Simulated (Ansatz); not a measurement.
Given this structure, the geometry relaxed at fixed volume with DFT PBE, spin-orbit coupling, plane waves, PAW in Ansatz, written in its standard cell:

```cif
data_structure
_symmetry_space_group_name_H-M 'P6_3/mmc'
_symmetry_Int_Tables_number 194
_cell_length_a 3.6455
_cell_length_b 3.6455
_cell_length_c 5.8281
_cell_angle_alpha 90.000
_cell_angle_beta 90.000
_cell_angle_gamma 120.000
_cell_volume 67.08
loop_
_atom_site_label
_atom_site_type_symbol
_atom_site_symmetry_multiplicity
_atom_site_Wyckoff_symbol
_atom_site_fract_x
_atom_site_fract_y
_atom_site_fract_z
_atom_site_occupancy
Gd1 Gd 2 d 0.33333 0.66667 0.75000 1
```

Q: Predict the [001] zone-axis pattern (200 kV, kinematic, B = 0.3 Å²).

A: The spots form a hexagonal net with both shortest vectors at d = 3.16 Å, 60.0° apart. They are 1 -1 0 and 1 0 0. The pattern has symmetry 6mm. No reflection of this zone is absent.

Strongest reflections with d > 0.93 Å, one of each family (|F|² from tabulated Gaussian fits of the electron scattering factors, times a small damping for the curvature of the Ewald sphere):

```
   hkl  d (Å)  I (strongest = 100)
2 -1 0  1.823                  100
 1 0 0  3.157                   64
 3 0 0  1.052                   28
 2 0 0  1.579                   19
3 -1 0  1.193                   10
```

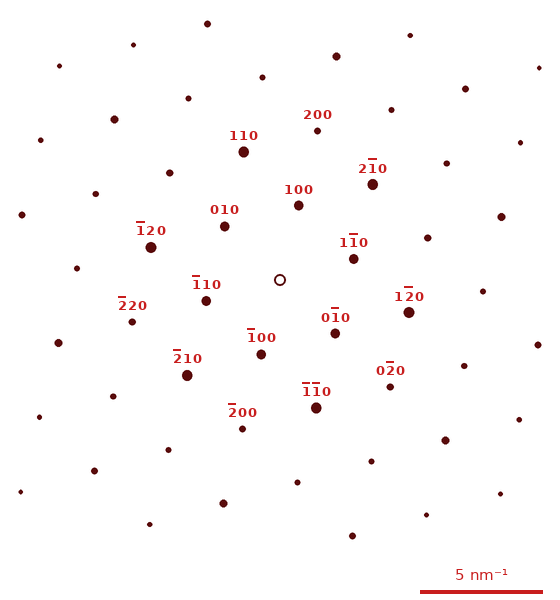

Calculated pattern, seen from the source side with [001] pointing towards the source.
